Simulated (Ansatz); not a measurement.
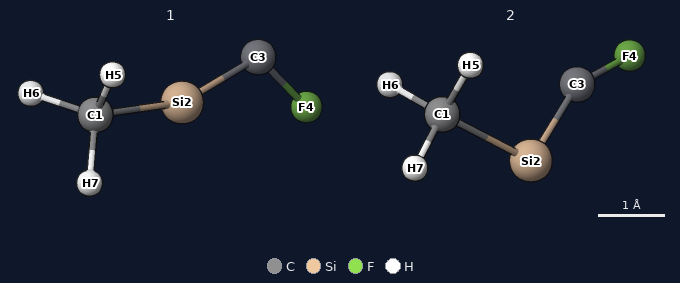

Two geometries of C2H3FSi, drawn at one scale. One is the start of a relaxation, the other its converged end. A ball-and-stick model, seen from a free direction.

Theory: RKS PBE0-D4/def2-TZVP (Ansatz 0.2.0). Settings: force threshold 0.005 eV/Å; at most 200 steps.

**Which geometry has the lower energy?**

Structure 2 is the relaxed one. Si2 moves most after the best rigid fit: 0.90 Å. Largest moves by element: Si 0.90 Å, F 0.84 Å, C 0.56 Å, H 0.45 Å. Near-neighbour distances that change, for instance: C3–F4 1.370 → 1.276 Å, Si2–C3 1.722 → 1.670 Å, C1–Si2 1.890 → 1.900 Å. Bond angles that change, for instance: C1–Si2–C3 162.0° → 113.4°, Si2–C3–F4 122.5° → 155.8°, Si2–C1–H7 111.4° → 108.8°. After 10 geometry steps the energy has fallen by 107.5 kJ/mol. The largest force component goes from 1.8 to 0.0037 eV/Å.
